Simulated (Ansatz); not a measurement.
**F3H4N2Ta: molecular dynamics**

Purpose: to follow the molecule's vibrations and see whether its bonds hold. The start is relaxed first. Runs: 500 steps of 0.25 fs under a Langevin thermostat at 300 K.

Method: RKS PBE/def2-SVP, in Ansatz 0.2.0.

### 1 The system as given

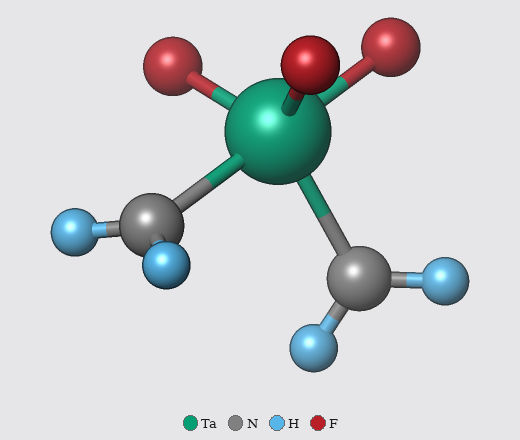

The starting structure, seen from a chosen angle (tantalum teal, nitrogen grey, hydrogen blue, fluorine red).

Structure file:

```xyz
10

Ta    0.0000    0.0000    0.0000
N     2.1600    0.0000    0.0000
H     2.6900   -0.5118    0.7620
H     2.6900    0.5118   -0.7620
N     0.0000    0.0000    2.1600
H    -0.2456   -0.8845    2.6900
H     0.2456    0.8845    2.6900
F     0.0000    0.0000   -1.9300
F    -0.9650    1.6714    0.0000
F    -0.9650   -1.6714    0.0000
```

### 2 Preparing the start

input.yaml reads:

```yaml
crystal:
  periodic: [false, false, false]
  atoms:
    - { symbol: Ta, position_ang: [0.0, 0.0, 0.0] }
    - { symbol: "N", position_ang: [2.16, 0.0, 0.0] }
    - { symbol: H, position_ang: [2.69, -0.5118, 0.762] }
    - { symbol: H, position_ang: [2.69, 0.5118, -0.762] }
    - { symbol: "N", position_ang: [0.0, 0.0, 2.16] }
    - { symbol: H, position_ang: [-0.2456, -0.8845, 2.69] }
    - { symbol: H, position_ang: [0.2456, 0.8845, 2.69] }
    - { symbol: F, position_ang: [0.0, 0.0, -1.93] }
    - { symbol: F, position_ang: [-0.965, 1.6714, 0.0] }
    - { symbol: F, position_ang: [-0.965, -1.6714, 0.0] }
basis:
  gaussian: { orbitals: def2-SVP }
hamiltonian:
  xc: pbe
relax:
  f_tol: 0.02
  max_steps: 40
```

Run with:

```
$ ansatz run input.yaml --threads 4 --pin off --max-ram 5120MiB --backend cpu --events-out ev --progress --plain --runs-dir out
```

Output, shortened:

```text
Warning: RAYON_NUM_THREADS=4 ignored (pool sized by the plan → 4); use --threads N
[...]
Functional definition: PBE
[...]
1324 factors; their error is unknown
[...]
mean field -12735.30055176 eV, -468.0136629806 hartree, gradient 4.1e-5 eV, S^2 0.000000; 0 other end points of the search recorded, 0 dependent functions left out
[...]
reference -12735.30061875 eV, -468.0136654424 hartree; 29, 29 occupied and 93, 93 virtual orbitals, 1324 factors
relax step   1: F+E_penalty+E_count = -12735.30055176 eV  Δ(F+E_penalty+E_count) = +0.000e0 eV  max|allowed force component| = 2.323e0 eV/Å  Δτ_max = 0.0000 Å  (31 SCF iters, accepted)
[...]
relax step   4: F+E_penalty+E_count = -12736.29999839 eV  Δ(F+E_penalty+E_count) = -7.146e-2 eV  max|allowed force component| = 4.353e-1 eV/Å  Δτ_max = 0.2000 Å  (37 SCF iters, accepted)
[...]
relax step   7: F+E_penalty+E_count = -12736.37352737 eV  Δ(F+E_penalty+E_count) = -1.510e-2 eV  max|allowed force component| = 6.430e-1 eV/Å  Δτ_max = 0.1947 Å  (36 SCF iters, accepted)
[...]
relax step  10: F+E_penalty+E_count = -12736.41179104 eV  Δ(F+E_penalty+E_count) = -2.105e-3 eV  max|allowed force component| = 1.214e-1 eV/Å  Δτ_max = 0.0698 Å  (30 SCF iters, accepted)
[...]
relax step  11: F+E_penalty+E_count = -12736.41226005 eV  Δ(F+E_penalty+E_count) = -4.690e-4 eV  max|allowed force component| = 2.254e-2 eV/Å  Δτ_max = 0.0139 Å  (32 SCF iters, accepted)
[...]
relax step  12: F+E_penalty+E_count = -12736.41228875 eV  Δ(F+E_penalty+E_count) = -2.870e-5 eV  max|allowed force component| = 6.498e-3 eV/Å  Δτ_max = 0.0024 Å  (32 SCF iters, accepted)
1324 factors; their error is unknown
mean field -12736.41228875 eV, -468.0545185612 hartree, gradient 1.7e-5 eV, S^2 0.000000; 1 other end points of the search recorded, 0 dependent functions left out
[...]
reference -12736.41235534 eV, -468.0545210085 hartree; 29, 29 occupied and 93, 93 virtual orbitals, 1324 factors
Total energy: -12736.41235534 eV, -468.0545210085 hartree
Atom 0 at     0.204951     0.023942     0.091520 Å, force    -0.006498    -0.001949    -0.003506 eV/Å
Atom 1 at     2.159986    -0.009076    -0.103393 Å, force     0.002539    -0.000176     0.001264 eV/Å
Atom 2 at     2.849329    -0.049806     0.653453 Å, force    -0.000134     0.000045    -0.002285 eV/Å
Atom 3 at     2.627787     0.013598    -1.017373 Å, force    -0.000023    -0.000069     0.001786 eV/Å
Atom 4 at    -0.199735    -0.036937     2.040420 Å, force     0.001937     0.003041     0.003399 eV/Å
Atom 5 at    -0.496466    -0.893479     2.521019 Å, force    -0.001109     0.000809    -0.001133 eV/Å
Atom 6 at    -0.463310     0.795145     2.579767 Å, force     0.000249    -0.001476     0.000552 eV/Å
Atom 7 at    -0.686566     0.101565    -1.595228 Å, force     0.000970     0.000206     0.000379 eV/Å
Atom 8 at    -0.154921     1.893107     0.285759 Å, force     0.000432     0.000709     0.000491 eV/Å
Atom 9 at    -0.231057    -1.838058     0.154055 Å, force     0.001637    -0.001140    -0.000947 eV/Å
Dipole moment:     0.540279    -0.026642     0.444287 e Å
```

It took 24 s on 4 threads of Arm Neoverse V1, shared host; peak memory 0.18 GiB.

Step by step:

| step | energy from step 1 (eV) | largest force component (eV/Å) |
| --- | --- | --- |
| 1 | 0.0000 | 2.3231 |
| 2 | -0.7766 | 1.8894 |
| 3 | -0.9280 | 1.0386 |
| 4 | -0.9994 | 0.4353 |
| 5 | -1.0319 | 0.2821 |
| 6 | -1.0579 | 0.2499 |
| 7 | -1.0730 | 0.6430 |
| 8 | -1.0954 | 0.2333 |
| 9 | -1.1091 | 0.1944 |
| 10 | -1.1112 | 0.1214 |
| 11 | -1.1117 | 0.0225 |
| 12 | -1.1117 | 0.0065 |

Step 1 is the start.

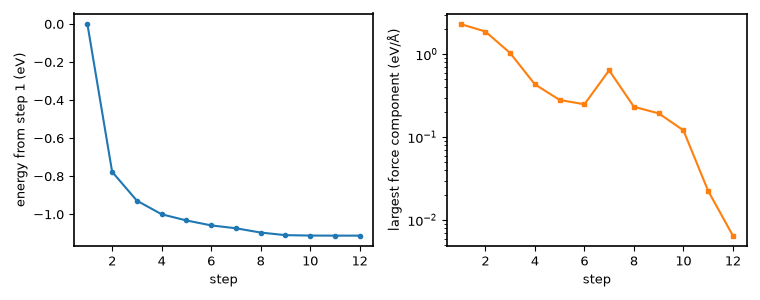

How energy and force went from step to step.

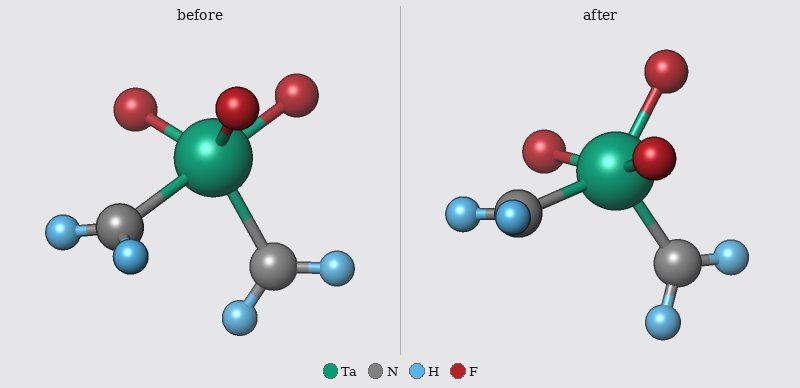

The structure before (left) and after (right), drawn at the same scale.

After: Bond lengths: Ta1–N2 1.965 Å, N2–H3 1.025 Å, N2–H4 1.027 Å, Ta1–N5 1.991 Å, N5–H6 1.026 Å, N5–H7 1.026 Å, Ta1–F8 1.909 Å, Ta1–F9 1.913 Å, Ta1–F10 1.913 Å. Angles (14 of 16 angles, heavy atoms first): N2–Ta1–N5 107.4°, N2–Ta1–F8 112.2°, N2–Ta1–F9 102.3°, N2–Ta1–F10 102.3°, N5–Ta1–F8 140.4°, N5–Ta1–F9 83.8°, N5–Ta1–F10 83.8°, F8–Ta1–F9 87.8°, F8–Ta1–F10 87.8°, F9–Ta1–F10 154.8°, Ta1–N2–H3 126.6°, Ta1–N2–H4 122.8°, Ta1–N5–H6 122.9°, Ta1–N5–H7 122.8°.

### 3 The run

500 steps of 0.25 fs under a Langevin thermostat at 300 K, from the relaxed start.

input.yaml reads:

```yaml
crystal:
  periodic: [false, false, false]
  atoms:
    - { symbol: Ta, position_ang: [0.204951, 0.023942, 0.09152] }
    - { symbol: "N", position_ang: [2.159986, -0.009076, -0.103393] }
    - { symbol: H, position_ang: [2.849329, -0.049806, 0.653453] }
    - { symbol: H, position_ang: [2.627787, 0.013598, -1.017373] }
    - { symbol: "N", position_ang: [-0.199735, -0.036937, 2.04042] }
    - { symbol: H, position_ang: [-0.496466, -0.893479, 2.521019] }
    - { symbol: H, position_ang: [-0.46331, 0.795145, 2.579767] }
    - { symbol: F, position_ang: [-0.686566, 0.101565, -1.595228] }
    - { symbol: F, position_ang: [-0.154921, 1.893107, 0.285759] }
    - { symbol: F, position_ang: [-0.231057, -1.838058, 0.154055] }
basis:
  gaussian: { orbitals: def2-SVP }
hamiltonian:
  xc: pbe
md:
  timestep: 0.25
  n_steps: 500
  ensemble: nvt_langevin
  temperature: 300.0
  initial_velocities: maxwell_boltzmann
  seed: 808180
  friction: 0.001
```

Run with:

```
$ ansatz run input.yaml --threads 4 --pin off --max-ram 5120MiB --backend cpu --events-out ev --progress --plain --runs-dir out
```

Output, shortened:

```text
Warning: RAYON_NUM_THREADS=4 ignored (pool sized by the plan → 4); use --threads N
[...]
Functional definition: PBE
[...]
1324 factors; their error is unknown
[...]
mean field -12736.41225473 eV, -468.0545173112 hartree, gradient 6.2e-5 eV, S^2 0.000000; 0 other end points of the search recorded, 0 dependent functions left out
[...]
reference -12736.41232141 eV, -468.0545197614 hartree; 29, 29 occupied and 93, 93 virtual orbitals, 1324 factors
md step     0: t =     0.00 fs  T =   270.0 K  F+E_penalty+E_count = -12736.41225473 eV  E_kin = 0.349002 eV  (31 SCF iters)
[...]
md step    25: t =     6.25 fs  T =   206.3 K  F+E_penalty+E_count = -12736.31518091 eV  E_kin = 0.266710 eV  (33 SCF iters)
[...]
md step    50: t =    12.50 fs  T =   167.2 K  F+E_penalty+E_count = -12736.27434798 eV  E_kin = 0.216063 eV  (33 SCF iters)
[...]
md step    75: t =    18.75 fs  T =   175.7 K  F+E_penalty+E_count = -12736.27686356 eV  E_kin = 0.227083 eV  (33 SCF iters)
[...]
md step    99: t =    24.75 fs  T =   193.9 K  F+E_penalty+E_count = -12736.29288696 eV  E_kin = 0.250644 eV  (32 SCF iters)
md step   100: t =    25.00 fs  T =   183.7 K  F+E_penalty+E_count = -12736.28280671 eV  E_kin = 0.237434 eV  (32 SCF iters)
```

### 4 The output, continued: dynamics from the start

The log, continued, shortened:

```text
md step   101: t =    25.25 fs  T =   172.8 K  F+E_penalty+E_count = -12736.27208618 eV  E_kin = 0.223381 eV  (32 SCF iters)
[...]
md step   133: t =    33.25 fs  T =   182.6 K  F+E_penalty+E_count = -12736.27701720 eV  E_kin = 0.236041 eV  (34 SCF iters)
[...]
md step   165: t =    41.25 fs  T =   127.4 K  F+E_penalty+E_count = -12736.19651351 eV  E_kin = 0.164624 eV  (32 SCF iters)
[...]
md step   197: t =    49.25 fs  T =   161.1 K  F+E_penalty+E_count = -12736.25186210 eV  E_kin = 0.208234 eV  (33 SCF iters)
[...]
md step   229: t =    57.25 fs  T =   184.0 K  F+E_penalty+E_count = -12736.30066602 eV  E_kin = 0.237878 eV  (32 SCF iters)
md step   230: t =    57.50 fs  T =   180.7 K  F+E_penalty+E_count = -12736.29747835 eV  E_kin = 0.233511 eV  (33 SCF iters)
```

### 5 More of the same log: dynamics from the start

The log, continued, shortened:

```text
md step   231: t =    57.75 fs  T =   179.4 K  F+E_penalty+E_count = -12736.29333340 eV  E_kin = 0.231882 eV  (33 SCF iters)
[...]
md step   256: t =    64.00 fs  T =   160.5 K  F+E_penalty+E_count = -12736.27680936 eV  E_kin = 0.207477 eV  (32 SCF iters)
[...]
md step   281: t =    70.25 fs  T =   220.7 K  F+E_penalty+E_count = -12736.35026187 eV  E_kin = 0.285325 eV  (32 SCF iters)
[...]
md step   306: t =    76.50 fs  T =   200.0 K  F+E_penalty+E_count = -12736.30698382 eV  E_kin = 0.258523 eV  (33 SCF iters)
[...]
md step   498: t =   124.50 fs  T =   150.1 K  F+E_penalty+E_count = -12736.24157315 eV  E_kin = 0.193956 eV  (33 SCF iters)
md step   499: t =   124.75 fs  T =   154.0 K  F+E_penalty+E_count = -12736.24735007 eV  E_kin = 0.199064 eV  (34 SCF iters)
[...]
Atom 0 at     0.183647     0.064516     0.068578 Å, force     0.069208    -0.464338     0.970087 eV/Å
Atom 1 at     2.060298    -0.507274     0.173519 Å, force     0.043403    -0.129138    -1.237449 eV/Å
Atom 2 at     2.668486    -0.467231     0.983736 Å, force     0.311345    -0.037269     0.335350 eV/Å
Atom 3 at     2.582899    -0.786208    -0.694359 Å, force    -0.396549     0.189524     0.833430 eV/Å
Atom 4 at    -0.462489     0.415353     1.955853 Å, force     0.126327    -1.961664    -1.128427 eV/Å
Atom 5 at    -0.972431    -0.347357     2.460311 Å, force     0.326348     0.808885    -0.345053 eV/Å
Atom 6 at    -0.552328     1.315136     2.371921 Å, force    -0.189761     1.204967     0.676969 eV/Å
Atom 7 at    -0.565035    -0.132675    -1.671591 Å, force     0.058714     0.446261    -0.126378 eV/Å
Atom 8 at     0.501975     1.955104    -0.048751 Å, force    -0.354011    -0.129778    -0.089832 eV/Å
Atom 9 at    -0.638907    -1.641915     0.398485 Å, force     0.004976     0.072550     0.111304 eV/Å
Dipole moment:     0.445689     0.016155     0.429412 e Å
```

Run time: 14 min. Hardware: 4 threads of Arm Neoverse V1, shared host; peak memory 0.18 GiB.

### 6 What the atoms did

One step in 26; energies are changes from step 0:

```
time (fs)  T (K)  potential energy change (meV/atom)
      0.0    270                                 0.0
      6.5    197                                10.5
     13.0    178                                13.0
     19.5    180                                13.3
     26.0    154                                16.8
     32.5    167                                15.2
     39.0    150                                18.8
     45.5    152                                18.4
     52.0    173                                14.1
     58.5    174                                13.1
     65.0    172                                11.4
     71.5    211                                 7.8
     78.0    217                                 9.3
     84.5    193                                11.3
     91.0    172                                13.8
     97.5    159                                14.6
    104.0    144                                16.7
    110.5    122                                19.4
    117.0    170                                12.0
    123.5    145                                17.0
    125.0    159                                15.7
```

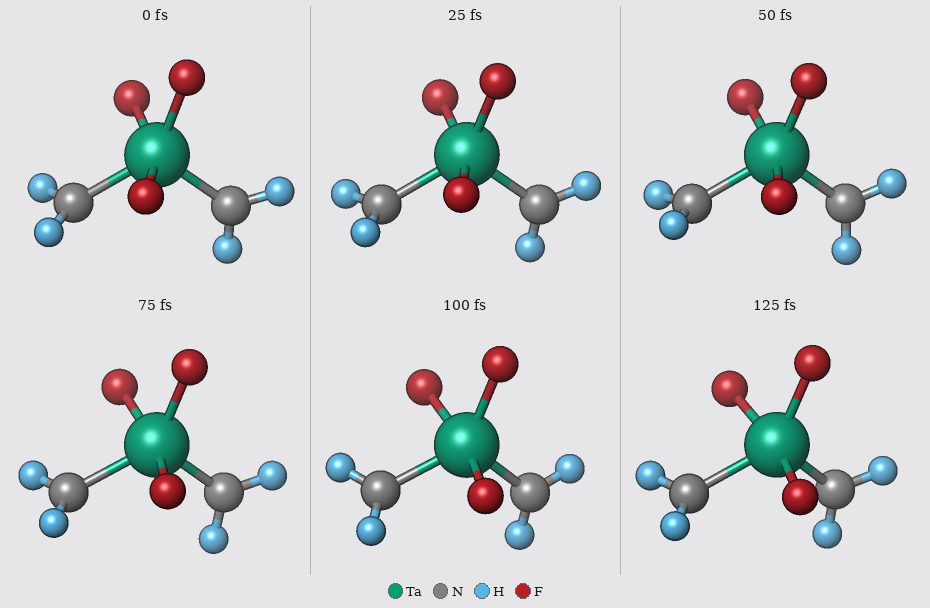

Six frames of the run, seen from a chosen angle. Sticks join atoms within a bonding distance in each frame.

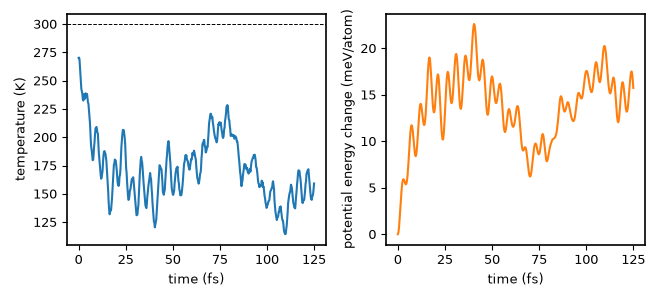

Time series of the run, each on its own scale. The dashed line is the set temperature.

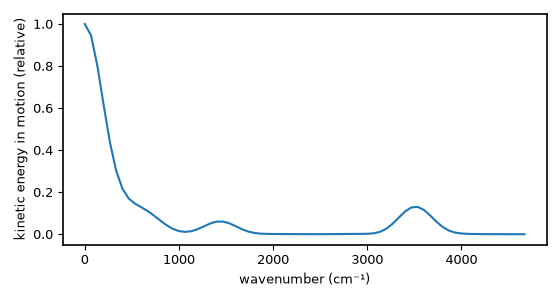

Power spectrum of the mass-weighted velocities; a run of 125 fs resolves no finer than about 530 cm⁻¹.

### 7 Frames from the trajectory

Positions (Å) and forces (eV/Å):

```xyz
10
time_fs=15.5 T=159 dE=0.1554
Ta    0.207    0.013    0.098   -0.065   -0.606   -0.792
N     2.171   -0.079   -0.088    0.671   -0.299    0.812
H     2.752   -0.192    0.779   -0.412    0.164   -0.771
H     2.760   -0.289   -0.915   -0.408    0.170    0.243
N    -0.260    0.081    2.029   -0.043    1.331    0.213
H    -0.654   -0.573    2.688   -0.159   -0.997    0.218
H    -0.531    1.017    2.401    0.298   -0.358   -0.337
F    -0.678    0.179   -1.599    0.164   -0.363    0.289
F    -0.126    1.870    0.214    0.025    0.752    0.135
F    -0.247   -1.849    0.161   -0.071    0.208   -0.011
10
time_fs=31.2 T=132 dE=0.1920
Ta    0.210    0.000    0.098   -0.081    1.220    0.397
N     2.173   -0.168   -0.030   -1.503    0.192   -0.269
H     2.825   -0.199    0.720    0.939    0.019    1.064
H     2.611   -0.410   -0.904    0.440   -0.146   -0.782
N    -0.318    0.221    2.018    0.145   -2.167   -0.369
H    -0.652   -0.627    2.557    0.310    1.265   -0.330
H    -0.539    1.130    2.398   -0.341    0.362    0.425
F    -0.652    0.221   -1.577   -0.091   -0.485   -0.344
F    -0.086    1.915    0.159    0.361   -0.319    0.110
F    -0.280   -1.843    0.177   -0.179    0.060    0.099
10
time_fs=47.0 T=185 dE=0.1382
Ta    0.208    0.003    0.100    0.189    0.929    0.031
N     2.163   -0.261    0.022    0.805    0.245   -0.729
H     2.932   -0.093    0.704   -0.614   -0.144   -0.370
H     2.579   -0.357   -0.945   -0.330    0.043    0.968
N    -0.342    0.268    1.978    0.154   -0.121   -0.175
H    -0.608   -0.518    2.561   -0.211   -0.392    0.388
H    -0.694    1.153    2.345   -0.017    0.177    0.079
F    -0.636    0.197   -1.587   -0.110   -0.391   -0.347
F     0.005    1.936    0.102    0.253   -0.447    0.094
F    -0.342   -1.825    0.214   -0.119    0.099    0.061
10
time_fs=62.5 T=174 dE=0.1271
Ta    0.208    0.018    0.103   -0.312   -0.447   -1.059
N     2.141   -0.305    0.030    0.510    0.441    1.015
H     2.809   -0.077    0.792   -0.412   -0.210   -0.263
H     2.677   -0.403   -0.824    0.189   -0.157   -0.647
N    -0.370    0.255    1.959   -0.532    1.712    1.087
H    -0.689   -0.431    2.634   -0.148   -0.735    0.116
H    -0.725    1.186    2.315    0.595   -0.853   -0.535
F    -0.638    0.130   -1.614    0.113   -0.195    0.211
F     0.130    1.919    0.064    0.009    0.379    0.079
F    -0.414   -1.788    0.254   -0.011    0.065   -0.003
10
time_fs=78.0 T=217 dE=0.0929
Ta    0.204    0.029    0.095   -0.001   -0.013    0.221
N     2.152   -0.318    0.054   -0.797   -0.100   -0.651
H     2.715   -0.251    0.886    0.632    0.007    0.604
H     2.695   -0.631   -0.764   -0.106    0.082    0.208
N    -0.422    0.270    2.008    0.168   -2.044   -1.147
H    -0.925   -0.525    2.477    0.443    0.984   -0.268
H    -0.532    1.167    2.434   -0.303    0.944    0.636
F    -0.630    0.046   -1.626    0.130    0.056    0.223
F     0.260    1.935    0.045   -0.110    0.154    0.069
F    -0.481   -1.746    0.283   -0.056   -0.071    0.104
10
time_fs=93.8 T=183 dE=0.1237
Ta    0.193    0.042    0.090    0.562    0.197    0.009
N     2.134   -0.344    0.104    0.451   -0.755   -0.338
H     2.738   -0.394    0.952   -0.353    0.043   -0.628
H     2.594   -0.828   -0.716   -0.419    0.569    0.938
N    -0.427    0.267    1.968    0.504    0.507   -0.512
H    -1.082   -0.389    2.365   -0.397   -0.495    0.453
H    -0.386    1.143    2.499   -0.119    0.078   -0.053
F    -0.620   -0.043   -1.636    0.069    0.252    0.057
F     0.376    1.962    0.018   -0.265   -0.356    0.022
F    -0.545   -1.712    0.320   -0.033   -0.041    0.053
10
time_fs=109.5 T=115 dE=0.2022
Ta    0.187    0.059    0.084    0.053   -0.866   -0.782
N     2.077   -0.402    0.135   -0.192    0.266    1.135
H     2.703   -0.446    0.940   -0.025    0.107    0.292
H     2.544   -0.827   -0.631    0.674   -0.667   -1.442
N    -0.428    0.295    1.913   -0.038    2.140    1.476
H    -1.056   -0.288    2.454   -0.260   -0.527    0.107
H    -0.404    1.250    2.378    0.036   -1.045   -0.624
F    -0.595   -0.108   -1.648    0.013    0.385   -0.128
F     0.455    1.951   -0.012   -0.337    0.155   -0.020
F    -0.604   -1.678    0.364    0.077    0.054   -0.014
10
time_fs=125.0 T=159 dE=0.1574
Ta    0.184    0.065    0.069    0.069   -0.464    0.970
N     2.060   -0.507    0.173    0.043   -0.129   -1.237
H     2.668   -0.467    0.984    0.311   -0.037    0.335
H     2.583   -0.786   -0.694   -0.397    0.190    0.833
N    -0.463    0.415    1.956    0.126   -1.962   -1.128
H    -0.972   -0.347    2.460    0.326    0.809   -0.345
H    -0.552    1.315    2.372   -0.190    1.205    0.677
F    -0.565   -0.133   -1.672    0.059    0.446   -0.126
F     0.502    1.955   -0.049   -0.354   -0.130   -0.090
F    -0.639   -1.642    0.399    0.005    0.073    0.111
```

### 8 Results

| quantity | value |
| --- | --- |
| relaxation of the start | 11 moves, 1.112 eV lower |
| length | 500 steps of 0.25 fs |
| temperature, first and last step | 270 and 159 K |
| temperature, second half | mean 170 K, from 114 to 228 K |
| potential energy, second half | +13 meV/atom from the start |
| bonds formed or broken | 0 |

In words: Against a set 300 K the second half averages 170 K, going from 174 to 159 K over that half; 13 meV/atom has gone into potential energy, and a thermostat that acts over some 1000 fs has not made it up in 125 fs. The bonds all hold. A run of 125 fs with 10 atoms shows the motion but fixes no equilibrium value. The nuclei move classically, without zero-point motion, which matters most for hydrogen.
